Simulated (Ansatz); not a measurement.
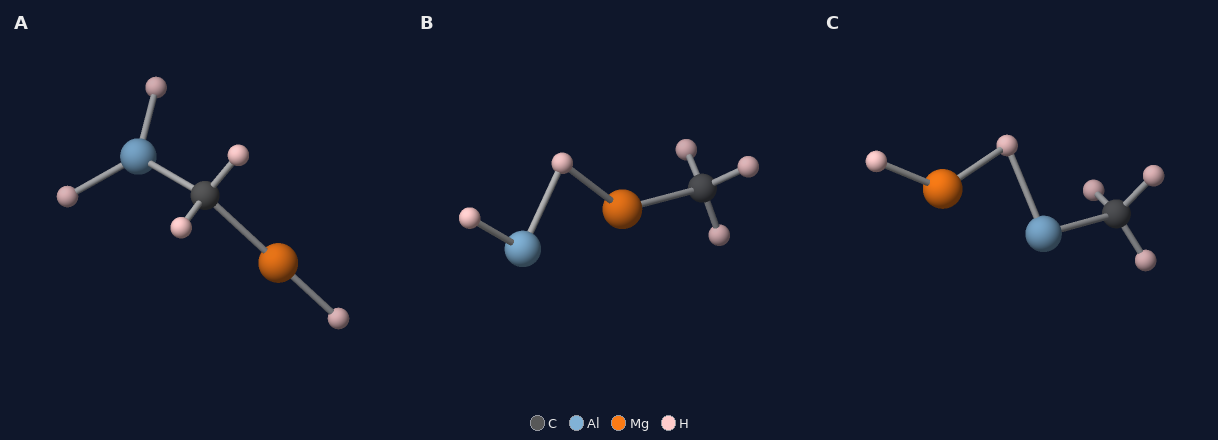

3 stationary structures of one formula. Geometries: PBE-D4/def2-SVP. Electronic energies: PBE-D4/def2-SVP (Ansatz 0.2.0), without zero-point energy. No frequency run is at hand to confirm each as a minimum. Each is one conformer, not always the lowest.

Which structure is the most stable?

Answer. A is lowest; C lies 40.1 kJ/mol above it, B lies 55.5 kJ/mol above it.
